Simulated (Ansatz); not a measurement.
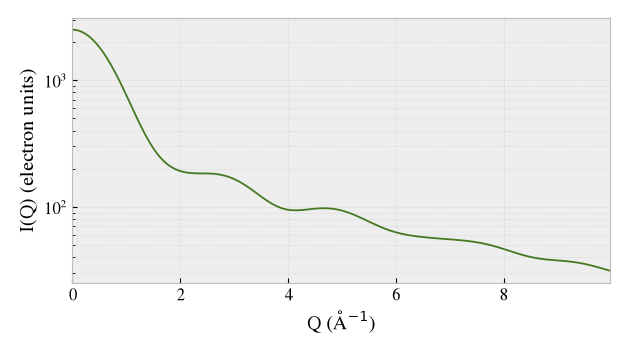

Elastic X-ray scattering of a randomly oriented, rigid molecule, calculated with the Debye equation from neutral-atom form factors (independent atoms, no Compton part, no vibration). The geometry is the end point of an optimisation (RKS CAM-B3LYP/STO-3G in Ansatz 0.2.0); it may be a saddle point or a higher isomer. It contains C, O, S, H.

Question: How many electrons does the independent-atom model of the molecule hold?

Answer: I(0) is the square of the electron number: I(0) = 2500, so about 50 electrons, the count of C3H8OS.

Question: What radius of gyration does the initial fall-off give?

Answer: From I(Q) ≈ I(0) exp(−Q²R²/3) at small Q, R ≈ 1.97 Å. It is larger than the electron-weighted radius of the nuclear positions alone (1.82 Å), because each atom's electron cloud adds to it.
